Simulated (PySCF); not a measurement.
**One shape, several levels: quartet C2HCl2Si**

We compute a comparison of 3 runs (U-r2SCAN/cc-pVDZ, UBLYP/cc-pVDZ, USVWN5/cc-pVDZ) of quartet C2HCl2Si. The job is set up through a Python script.

Program for the calculation: PySCF 2.14.0.

1 further run of the same task is left out (set aside as unsound or not needed).

## Step 1: The structure to begin with

C2HCl2Si: 6 atoms, total charge 0, spin state quartet. SMILES of the parent species: `C#C[Si](Cl)Cl`. The coordinates come from a PBE0-D4/def2-TZVP relaxation. That shape belongs to the parent species and isn't relaxed for this state.

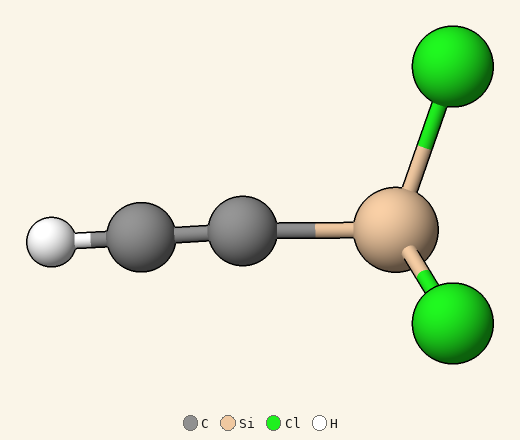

The structure, seen from a chosen angle (carbon grey, silicon light orange, chlorine green, hydrogen white).

## Step 2: The energy at U-r2SCAN/cc-pVDZ (run 1)

The input, run.py:

```python
from pyscf import gto, dft

mol = gto.Mole()
mol.atom = '''
C      2.502942     0.913683     2.100431
C      0.985492     0.180280     0.561627
Si    -0.953178    -1.103222    -1.930922
Cl    -3.616936    -3.459333    -0.427267
Cl    -2.656955     1.770673    -3.866947
H      3.818003     1.576976     3.475962
'''
mol.charge = 0
mol.spin = 3
mol.verbose = 4
mol.unit = 'bohr'
mol.basis = 'cc-pvdz'
mol.max_memory = 1860
mol.build()

calc0 = dft.UKS(mol)
calc0.xc = 'r2scan'
calc0.conv_tol = 1e-10
calc0.grids.level = 5
calc0.kernel()
if not calc0.converged:
    calc0 = calc0.newton().run(calc0.mo_coeff, calc0.mo_occ)

e_final = calc0.e_tot
print(f'total energy: {e_final:.8f} hartree')
```

Started as:

```bash
$ OMP_NUM_THREADS=1 python run.py
```

The log of the run:

```text
PySCF version 2.14.0

[... 64 lines left out ...]
[... the frontier-level lines of each cycle are left out ...]
[... 11 lines left out ...]
[... 11 lines left out ...]
[... 11 lines left out ...]
[... 11 lines left out ...]
[... 11 lines left out ...]
[... 11 lines left out ...]
[... 1 line left out ...]
cycle= 14 E= -1286.39939061416  delta_E= -1.86e-10  |g|= 8.13e-06  |ddm|= 2.81e-05


cycle= 15 E= -1286.39939061428  delta_E= -1.12e-10  |g|= 2.42e-06  |ddm|= 2.68e-05


cycle= 16 E= -1286.39939061429  delta_E= -1.07e-11  |g|= 1.72e-06  |ddm|= 1.43e-05


Extra cycle  E= -1286.3993906143  delta_E= -1.64e-11  |g|= 2.27e-06  |ddm|= 1.02e-05
converged SCF energy = -1286.3993906143  <S^2> = 3.7622857  2S+1 = 4.0061382
total energy: -1286.39939061 hartree
```

Wall time 99 s (1 thread of Arm Neoverse V1, shared host); peak memory 0.51 GiB.

## Step 3: A single-point energy at UBLYP/cc-pVDZ (run 2)

The input, run.py:

```python
from pyscf import gto, dft

molecule = gto.M(
    atom='''
C      1.324500     0.483500     1.111500
C      0.521500     0.095400     0.297200
Si    -0.504400    -0.583800    -1.021800
Cl    -1.914000    -1.830600    -0.226100
Cl    -1.406000     0.937000    -2.046300
H      2.020400     0.834500     1.839400
''',
    verbose=3,
    max_memory=1860,
    spin=3,
    basis='cc-pvdz',
)

calc0 = dft.UKS(molecule, xc='blyp')
calc0.grids.level = 5
calc0.conv_tol = 1e-10
calc0.kernel()
if not calc0.converged:
    calc0 = calc0.newton().run(calc0.mo_coeff, calc0.mo_occ)

etot = calc0.e_tot
print('Final energy', etot)
```

Started as:

```bash
$ OMP_NUM_THREADS=1 python run.py
```

The log of the run:

```text
WARN: HOMO -0.0875836258377727 >= LUMO -0.328943834191101

WARN: HOMO -0.0391998687559818 >= LUMO -0.0910396564231029

WARN: HOMO -0.0563631178241994 >= LUMO -0.233777562244905

WARN: HOMO -0.0782696200543507 >= LUMO -0.247520430729628

WARN: HOMO -0.0821414806966723 >= LUMO -0.247652545295455

WARN: HOMO -0.0842291637026307 >= LUMO -0.245748903827415

WARN: HOMO -0.0841406885737874 >= LUMO -0.244266133576844

WARN: HOMO -0.0852999323498511 >= LUMO -0.244602112603287

WARN: HOMO -0.0851232488717653 >= LUMO -0.244161582906616

WARN: HOMO -0.0852235178369893 >= LUMO -0.244179473835604

WARN: HOMO -0.0852222545235062 >= LUMO -0.24416880126013

WARN: HOMO -0.0852167524661978 >= LUMO -0.244164074431295

WARN: HOMO -0.0852190929498824 >= LUMO -0.244168238797275

WARN: HOMO -0.0852193287736673 >= LUMO -0.24416789843285

WARN: HOMO -0.0852187282828569 >= LUMO -0.244167606802812

WARN: HOMO -0.0852189233901375 >= LUMO -0.24416805236474

converged SCF energy = -1286.47637878943  <S^2> = 3.7551472  2S+1 = 4.0025728
Final energy -1286.4763787894321
```

Run time: 46 s. Hardware: 1 thread of Arm Neoverse V1, shared host; peak memory 0.47 GiB.

## Step 4: The energy at USVWN5/cc-pVDZ (run 3)

The input, input.py:

```python
from pyscf import gto, dft

mol = gto.M(
    atom='''
C        1.324500       0.483500       1.111500
C        0.521500       0.095400       0.297200
Si      -0.504400      -0.583800      -1.021800
Cl      -1.914000      -1.830600      -0.226100
Cl      -1.406000       0.937000      -2.046300
H        2.020400       0.834500       1.839400
''',
    max_memory=1860,
    spin=3,
    charge=0,
    basis='cc-pvdz',
    verbose=3,
)

myscf = dft.UKS(mol, xc='svwn')
myscf.conv_tol = 1e-10
myscf.grids.level = 5
myscf.kernel()
if not myscf.converged:
    myscf = myscf.newton().run(myscf.mo_coeff, myscf.mo_occ)

e_final = myscf.e_tot
print('Final energy', e_final)
```

Started as:

```bash
$ OMP_NUM_THREADS=1 python input.py
```

The log of the run:

```text
WARN: HOMO -0.100776037730315 >= LUMO -0.339620433104301

WARN: HOMO -0.0572373037052682 >= LUMO -0.106338356975459

WARN: HOMO -0.0670292997792594 >= LUMO -0.248929535655185

WARN: HOMO -0.0916537012066811 >= LUMO -0.270046542443855

WARN: HOMO -0.0924334816257906 >= LUMO -0.268874879930248

WARN: HOMO -0.0935408465054399 >= LUMO -0.266873024552429

WARN: HOMO -0.0937240780434396 >= LUMO -0.26640858085609

WARN: HOMO -0.0943872885807249 >= LUMO -0.266628740326809

WARN: HOMO -0.0943289878863611 >= LUMO -0.266415741307417

WARN: HOMO -0.0944482714931363 >= LUMO -0.266453883818196

WARN: HOMO -0.094445524839105 >= LUMO -0.266440365998136

WARN: HOMO -0.0944425588188968 >= LUMO -0.266438195895544

WARN: HOMO -0.09444155878362 >= LUMO -0.266437751774547

WARN: HOMO -0.0944421443433345 >= LUMO -0.266438484871331

WARN: HOMO -0.094441876396719 >= LUMO -0.266438146580263

converged SCF energy = -1281.67883093267  <S^2> = 3.7534199  2S+1 = 4.0017096
Final energy -1281.6788309326657
```

Run time: 26 s. Hardware: 1 thread of Arm Neoverse V1, shared host; peak memory 0.3 GiB.

## Step 5: Overview of the runs

```csv
run,level,energy (Eh),dipole moment (D),HOMO energy (eV),⟨S²⟩,wall time
1,U-r2SCAN/cc-pVDZ,-1286.399391,2.59,-3.10,3.762,99 s
2,UBLYP/cc-pVDZ,-1286.476379,2.02,-2.32,3.755,46 s
3,USVWN5/cc-pVDZ,-1281.678831,1.86,-2.57,3.753,26 s
```

## Step 6: Results

| quantity | value |
| --- | --- |
| run 3: total energy | -1281.67883 Eh |
| run 3: dipole moment | 1.86 D |
| run 3: HOMO energy (highest over α and β) | -2.57 eV |
| run 3: ⟨S²⟩ | 3.753 |

What this shows: The dipole moment (its size) runs from 1.86 D (USVWN5/cc-pVDZ) to 2.59 D (U-r2SCAN/cc-pVDZ). Totals of different functionals can't be ranked against each other. All runs together took 2.8 min, the longest 99 s.
